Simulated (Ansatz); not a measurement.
```xyz
9

Al   -0.2250    0.1354    0.5780
O     0.7037    0.8005   -1.0548
O     0.9268   -0.4994    1.6650
O    -1.0475   -0.9186   -0.5307
H     0.5644    1.7337   -1.2477
H    -0.9385    1.4599    1.0782
H     0.2024    0.2757   -1.7022
H     1.3962   -1.3158    1.5081
H    -1.5825   -1.6714   -0.2941
```

The product side of a reaction path; geometry: PBE0-D4/def2-TZVP.

All numbers below come from RKS PBE0-D4/def2-TZVPP (Ansatz).

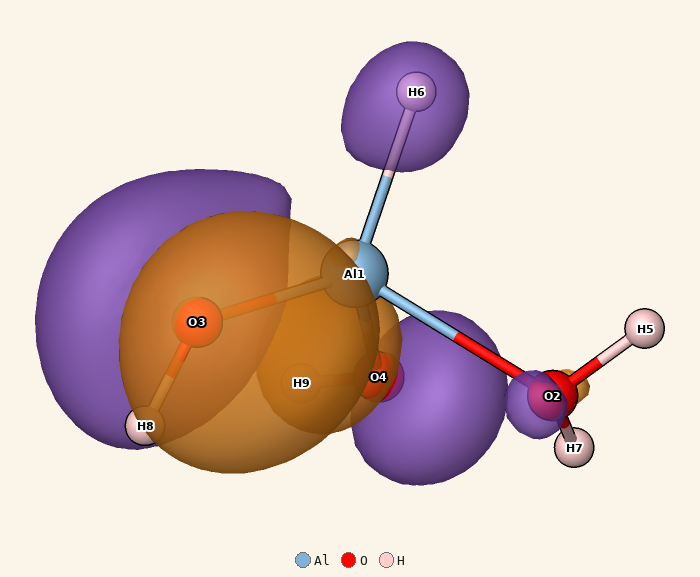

AlH5O3. The HOMO−1 at ±0.1 Å⁻³ᐟ² (orange and purple are the two phases), seen from one side.

### Describe this orbital and give its energy.

It lies mainly on O3 (about 70 %) and O4 (about 10 %); largely a lone pair of O3. Its energy is −8.26 eV.
